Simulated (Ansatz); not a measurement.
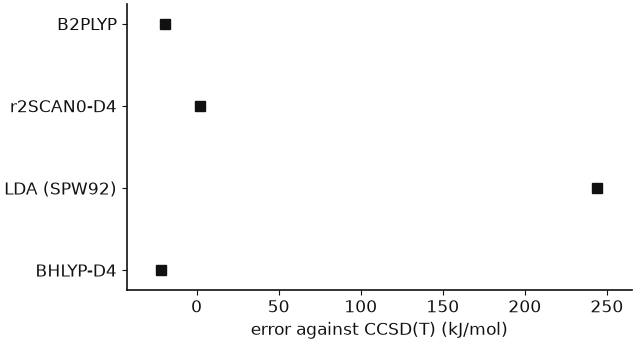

Error in the electronic atomisation energy (method less reference, so positive means overbinding) of CH₅Si, SMILES C[SiH2], doublet: functionals in def2-TZVPP against frozen-core CCSD(T) at the limit (MP2 extrapolated from triple and quadruple zeta, plus CCSD(T) less MP2 in a smaller set), which gives 2223.6 kJ/mol, at a PBE0-D4/def2-TZVP geometry (a minimum by its frequencies), no zero-point or spin-orbit term, the Ansatz code. The reference leaves out core correlation, a term that grows with the number of heavy atoms. B2PLYP holds a correlation term that converges slowly with the basis, so part of the distance to the limit is basis error. No dispersion term is added to B2PLYP.

**Which of these levels overbind, and which underbind?**

Overbind: LDA (SPW92). Underbind: B2PLYP and BHLYP-D4. Within 10 kJ/mol of zero, too close to call in view of what the reference leaves out: r2SCAN0-D4.

**What range do the values span?**

From −21.4 kJ/mol (BHLYP-D4) to 244.2 kJ/mol (LDA (SPW92)).
